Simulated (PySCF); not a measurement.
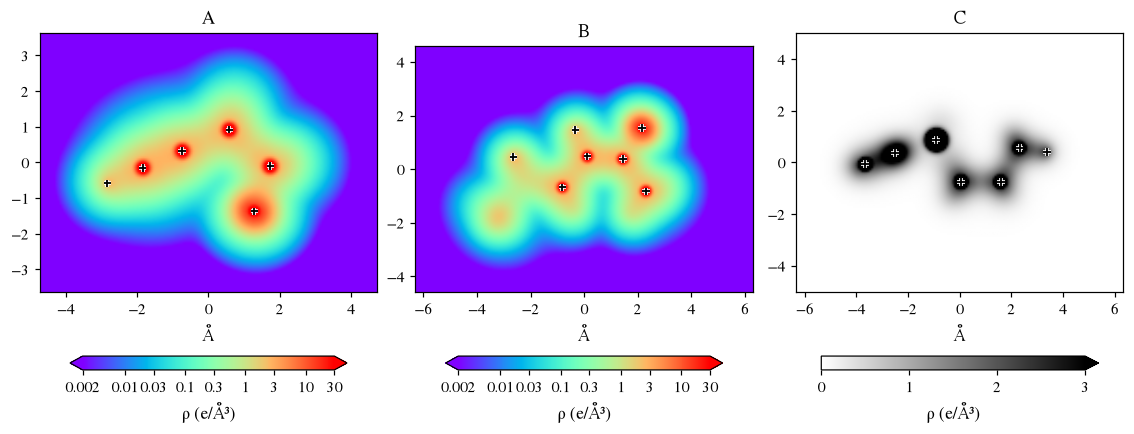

The electron density of 3 systems, each on a plane through atoms (crosses mark nuclei in the plane).

Computed with PBE0/pcSseg-1, SCF density, gas phase, non-relativistic in PySCF.

System 1: C₄H₃F₃, the plane of atoms C2, C3 and C5. Geometry: PBE0-D3(BJ)/def2-SVP.

```xyz
10

C     2.2606    0.5376    0.2232
C     1.1871    0.0740   -0.0825
C    -0.0948   -0.4833   -0.4905
F    -0.1090   -1.8481   -0.3282
C    -1.2975    0.0894    0.2914
F    -2.1292    0.7176   -0.5628
F    -0.9233    0.9729    1.2279
H     3.2114    0.9513    0.5067
H    -0.2718   -0.2644   -1.5578
H    -1.8335   -0.7470    0.7725
```

System 2: C₆H₁₀ClF, the plane of atoms C6, C5 and H15. Geometry: GFN2-xTB.

```yaml
atoms:
  - { symbol: C, position_ang: [2.7263, -0.7081, 0.1141] }
  - { symbol: C, position_ang: [1.6642, 0.2852, -0.3390] }
  - { symbol: C, position_ang: [0.3203, 0.0552, 0.3384] }
  - { symbol: Cl, position_ang: [0.4847, 0.3738, 2.1194] }
  - { symbol: C, position_ang: [-0.7403, 0.9530, -0.1937] }
  - { symbol: C, position_ang: [-2.0412, 0.6974, -0.1580] }
  - { symbol: C, position_ang: [-2.7655, -0.4829, 0.3849] }
  - { symbol: F, position_ang: [-2.8797, 1.6173, -0.6951] }
  - { symbol: H, position_ang: [2.8875, -0.6279, 1.1858] }
  - { symbol: H, position_ang: [2.4209, -1.7270, -0.1142] }
  - { symbol: H, position_ang: [3.6668, -0.5084, -0.3926] }
  - { symbol: H, position_ang: [1.9991, 1.3036, -0.1336] }
  - { symbol: H, position_ang: [1.5082, 0.1903, -1.4168] }
  - { symbol: H, position_ang: [0.0330, -0.9958, 0.2689] }
  - { symbol: H, position_ang: [-0.4115, 1.8971, -0.6030] }
  - { symbol: H, position_ang: [-3.1036, -1.1248, -0.4290] }
  - { symbol: H, position_ang: [-3.6455, -0.1397, 0.9262] }
  - { symbol: H, position_ang: [-2.1326, -1.0519, 1.0566] }
```

System 3: C₄H₁₁NSi₂, the plane of atoms N2, Si3 and C4. Geometry: GFN2-xTB.

```xyz
18

C     3.6077   -0.3774   -0.1634
N     2.4252   -0.6939   -0.0007
Si    0.7903   -1.0563    0.2158
C    -0.0666    0.4893   -0.4431
Si   -0.8505    1.8381    0.6217
C    -1.6028    0.5530   -0.5362
C    -2.4132   -0.6098   -0.0189
H     4.1791   -0.6839   -1.0469
H     4.1603    0.2254    0.5661
H     0.5231   -1.2850    1.6436
H     0.4298   -2.2619   -0.5481
H     0.4198    0.8559   -1.3432
H    -0.7756    3.2208    0.1784
H    -0.9956    1.6231    2.0504
H    -1.9646    0.8841   -1.5069
H    -3.4681   -0.3430    0.0412
H    -2.0785   -0.9076    0.9715
H    -2.3197   -1.4712   -0.6812
```

**Which map belongs to which system?**

Panel A is system 1, C₄H₃F₃: the plane holds C, F and H. C–C (1.21 Å): ρ is about 2.7 e/Å³ halfway. Panel B is system 2, C₆H₁₀ClF: the plane holds C, F and H. C–C (1.33 Å): ρ is about 2.3 e/Å³ halfway. Panel C is system 3, C₄H₁₁NSi₂: the plane holds C, N, Si and H. C–N (1.23 Å): the density is about 2.9 e/Å³ at the midpoint.
